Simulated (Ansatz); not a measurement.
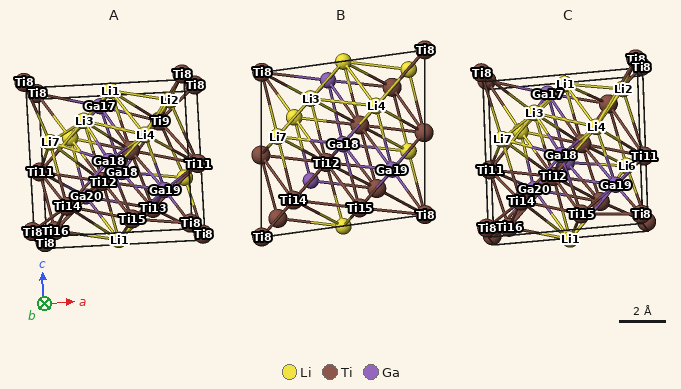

3 geometries from one relaxation of crystalline Li7Ti9Ga4 (a generated structure, set up in P1) (coarse preliminary run), in shuffled order. A ball-and-stick model of the cell of the calculation, reduced to other axes, seen along the b axis. Lengths and directions refer to the drawn axes.

Case: elements placed on the bcc lattice at random.

Method: DFT r2SCAN, scalar-relativistic, plane waves, PAW (Ansatz 0.2.0). Settings: plane-wave cutoff 500 eV; k-point mesh 2 × 2 × 2; occupations gaussian; smearing width 0.1 eV; mesh shifted by (0.5, 0.5, 0.5); no spin polarisation; cell and atoms relaxed; force threshold 0.04 eV/Å; at most 50 steps.

Q: Order the frames from highest to lowest energy.

A: B, C, A. They are steps 0, 3, 13, at +3.796 eV per cell of the calculation, +0.346 eV per cell of the calculation relative to the last. The largest move relative to the cell is that of a Ti atom, 0.62 Å along [0 −3 1]. Largest moves by element: Ti 0.62 Å, Li 0.43 Å, Ga 0.32 Å. Cell: a 7.293 → 7.105 Å (−2.6 %), b 7.293 → 7.240 Å (−0.7 %), c 7.293 → 6.568 Å (−9.9 %), α 80.9° → 88.4°, β 80.9° → 88.9°, γ 80.9° → 72.6°. Volume −14.0 %. Among the contacts that change: Li–Ti 3.362 → 4.336 Å, Li–Li 3.368 → 2.434 Å, Ti–Ti 3.397 → 2.727 Å, Ga–Ti 3.397 → 2.733 Å. New bonds form, among them: Ga–Ti (3.35 → 2.73 Å), Ga–Ti (3.36 → 2.76 Å), Li–Li (3.37 → 2.43 Å). The space group stays P1 (No. 1). After 10 accepted moves (13 points after the start) the energy has fallen by 3.796 eV per cell of the calculation. Largest force component: 1.2 eV/Å at the start, 0.022 eV/Å at the end. Pressure: −8.43 GPa at the start and −0.04 GPa at the end. The line search rejected the trial steps at points 6, 9 of the run. The SCF was repeated once at an unchanged geometry on a basis and grid sized afresh for the cell, which shifted the energy by 8.6 meV per cell of the calculation at most. Cost: 7.2 min on 4 threads of Arm Neoverse V2, on a shared host, peak memory 1.7 GiB.

Limits of the set-up: the k-point mesh is coarse for a cell with partly filled bands.
